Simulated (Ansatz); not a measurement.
## Electronic structure of O₆Sn₂ in real space

Input file:

```
crystal:
  periodic: [false, false, false]
  atoms:
    - {symbol: Sn, position_ang: [1.525190, 1.090724, -0.044135]}
    - {symbol: Sn, position_ang: [-0.339922, -0.649733, 1.786885]}
    - {symbol: O, position_ang: [-0.631041, -0.056465, -1.704839]}
    - {symbol: O, position_ang: [0.720122, -1.113068, -0.187104]}
    - {symbol: O, position_ang: [-0.241270, -1.331672, -1.225464]}
    - {symbol: O, position_ang: [1.321169, 0.507577, 1.871480]}
    - {symbol: O, position_ang: [-0.798916, 1.030679, 0.303856]}
    - {symbol: O, position_ang: [-1.555332, 0.521969, -0.800679]}
basis:
  gaussian: {orbitals: def2-TZVP, initial_orbitals: start.molden}
hamiltonian: {xc: pbe0, dispersion: d4}
scf: {omitted_lower_state_checks: [starts]}
output: {orbitals: {seedname: orbitals}}
```

Launched as:

```sh
ansatz run in.yaml --threads 4 --pin off --events-out ev --progress --plain --max-ram 8704MiB
```

Geometry: B3LYP-D4/def2-SVP; core potentials replace the inner electrons of Sn.

Theory: RKS PBE0-D4/def2-TZVP (Ansatz).

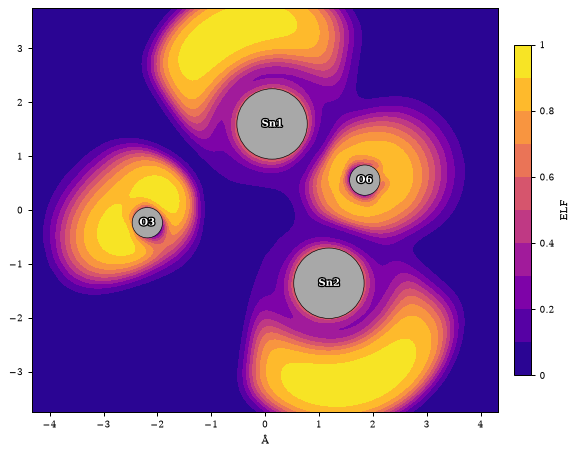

Figure 1. Electron localisation function on the plane of atoms Sn1, O6 and Sn2. Grey discs cover the atomic cores.

> Interpret the plot.

The section cuts through Sn and O sites.
Sn–O (2.01 Å): the ELF peaks at about 0.85 in the valence shell of O, 0.6 Å from its nucleus, and drops to about 0.15 between the two atoms.
The ELF also peaks beside O3 and O6, away from the bonds: lone-pair regions.

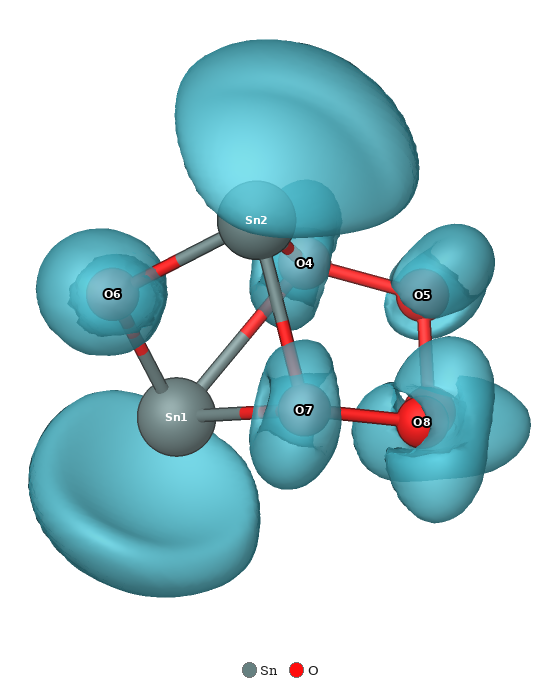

Figure 2. Isosurface of the ELF at 0.8 (cyan), seen at an oblique angle. Core shells and regions of very low density are left out.

> Identify the bonds, lone pairs and shells in this picture.

At this value the surface marks out three lobes on O, pointing away from the bonds (lone pairs), two lobes on Sn, pointing away from the bonds (lone pairs) and three regions wrapped around O (the valence shell of each). Profiles from the grid: O–O (1.42 Å): the ELF peaks at about 0.75 between the atoms.

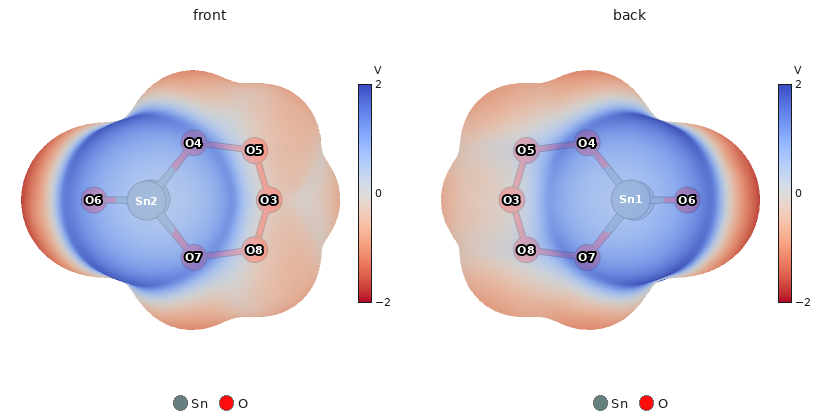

Figure 3. The molecular electrostatic potential painted on the density surface at 0.002 e/bohr³, seen from the front and from behind; the colour scale runs from red (negative) to blue (positive).

> Where is the surface potential most negative and most positive?

The most negative region (about −1.6 V) lies over O6, the most positive (about +1.9 V) over Sn1 and Sn2. O6 is the likeliest acceptor of a hydrogen bond.
